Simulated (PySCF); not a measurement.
## A series of small molecules: methyl halides CH3X

Gas-phase molecules at GFN2-xTB geometries (not checked as minima at the level of the calculation), PBE0/def2-TZVP with PySCF. The ionisation energy is E(cation) − E(neutral) at fixed geometry, without spin-orbit coupling; where the highest orbital is degenerate, the cation is one component. LUMO energies depend on the basis. GFN2-xTB bonds to atoms past the second row can be off by 0.02 to 0.07 Å and angles by up to several degrees, which can move orbital and ionisation energies by up to 0.5 eV and charges by 0.01 to 0.02 e, so small steps and misses may come from the geometries. Volumes are summed on a coarse grid and good to about 2 %. Core potentials replace the inner electrons of I. Electronegativities are Pauling's, radii Cordero's.

```tsv
molecule	electronegativity of X	covalent radius of X (Å)	Hirshfeld charge of the central atom (e)	HOMO energy (eV)	vertical ionisation energy (eV)	HOMO–LUMO gap (eV)	volume inside the 0.001 a.u. surface (Å³)
CH3I	2.66	1.39	−0.123	−7.31	9.70	6.48	84
CH3Br	2.96	1.20	?	?	?	?	?
CH3Cl	3.16	1.02	−0.083	−8.42	11.21	9.25	63
CH3F	3.98	0.57	−0.019	−9.77	12.91	11.46	46
```

The results for CH3Br are withheld.

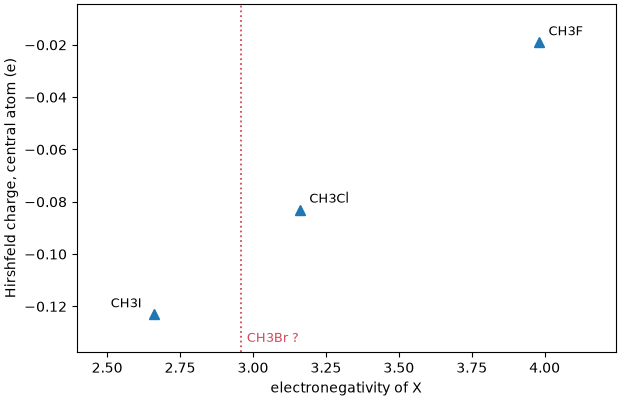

What does the trend of the Hirshfeld charge of the central atom with the electronegativity of X predict for CH3Br?

A least-squares line through the three given members is y = −0.3321 + 0.0787 x, with R² = 1.00 and a scatter of 0.0005 e; CH3Cl lies farthest from it (0.000 e). At x = 2.96 it gives −0.099 e. For a new member the 90 % prediction interval is ±0.004 e, wide since three points leave one degree of freedom.

What did the calculation give?

The calculation gives −0.099 e, equal to the estimate at this precision. Its other results: HOMO energy −7.94 eV, vertical ionisation energy 10.57 eV, HOMO–LUMO gap 7.98 eV and volume inside the 0.001 a.u. surface 71 Å³.

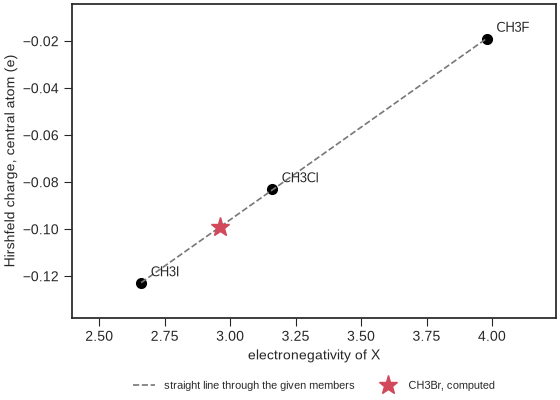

Over the series −ε(HOMO) lies 2.39 to 3.14 eV below the ionisation energy from total-energy differences, since this functional puts filled levels too high (delocalisation error). The pairing was chosen among those with R² above 0.96; series and pairings with weaker trends are left out of this set.

The single runs took from 3.6 s to 76 s, on 1 thread of shared hosts (AMD EPYC 7R43 64-Core Processor (Zen 3), Arm Neoverse V1 and Arm Neoverse V2).
